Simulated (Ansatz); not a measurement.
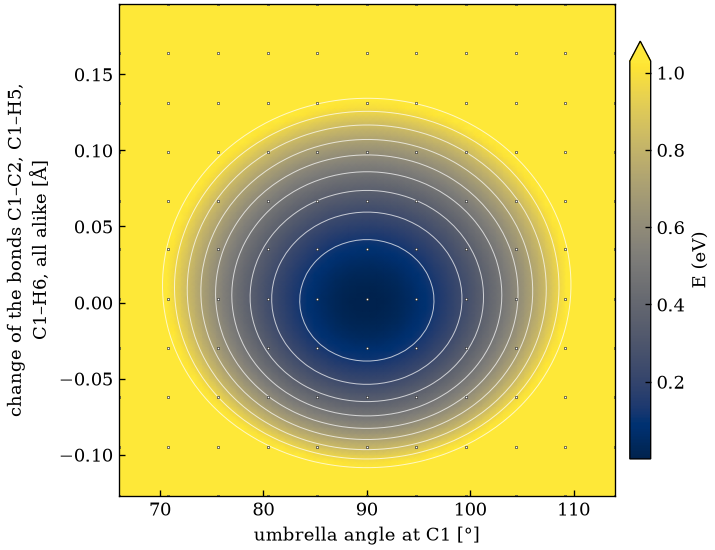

C2H3ClSi, SMILES C=C=[SiH]Cl. Coordinates scanned: (1) umbrella angle at C1 (between each of its bonds and their common axis; 90 is planar); (2) change of the bonds C1–C2, C1–H5, C1–H6, all alike. Nothing is relaxed (all other coordinates rigid). The grid has 11 × 11 points. Points are written as (first, second). All energies are given in eV relative to the relaxed molecule at the same level. Level of theory: Ansatz 0.2.0, RHF/def2-TZVP.

In the figure: a smooth colour map with a few white contour lines, dots at the grid points, one colour for all values above the top of the scale. Between grid points the surface is interpolated.

### Where is the minimum, and how stiff is the well along each coordinate?

The interpolated minimum is at the first coordinate ≈ 90.0°, the second coordinate ≈ 0.000 Å. The curvatures there are about 19 eV/rad² and 151 eV/Å², with a cross term of about 0 eV/(rad·Å). Round the minimum the two coordinates are nearly uncoupled.
